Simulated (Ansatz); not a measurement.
Consider FH₃O₂Zn.

```xyz
7

Zn    0.0299   -0.1549    0.0335
O    -0.0400    0.1461    1.8636
H    -0.7244   -0.2415    2.4152
O    -0.3920   -0.2357   -1.6887
H     0.3352   -0.5446   -2.2389
F     1.9273   -0.6432    0.9702
H     1.2521   -0.3694    1.6884
```

Level of theory: Ansatz 0.2.0, RKS PBE0/def2-SVP.

Question: What will maps of the electron density and electron localisation function show?

Answer: Zn–O (1.77 Å): the density is about 0.87 e/Å³ at the midpoint; the ELF peaks at about 0.80 in the valence shell of O, 0.6 Å from its nucleus, and is about 0.15 at the midpoint.
Zn–F (2.17 Å): the density is about 0.3 e/Å³ at the midpoint; the ELF is about 0.10 at the midpoint.
O–H (0.96 Å): ρ at the midpoint is about 3.6 e/Å³; the ELF climbs to about 1 towards the hydrogen, as it does in any bond to H: a covalent bond by its length.
Zn–O (1.86 Å): the density is about 0.7 e/Å³ at the midpoint; the ELF peaks at about 0.85 in the valence shell of O, 0.6 Å from its nucleus, and is about 0.15 at the midpoint.

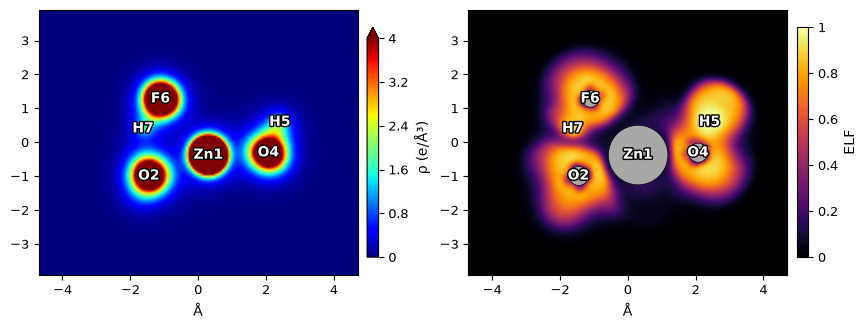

Computed electron density and electron localisation function on the plane of atoms O4, Zn1 and F6, in this order. Grey discs cover the atomic cores in the ELF map. 
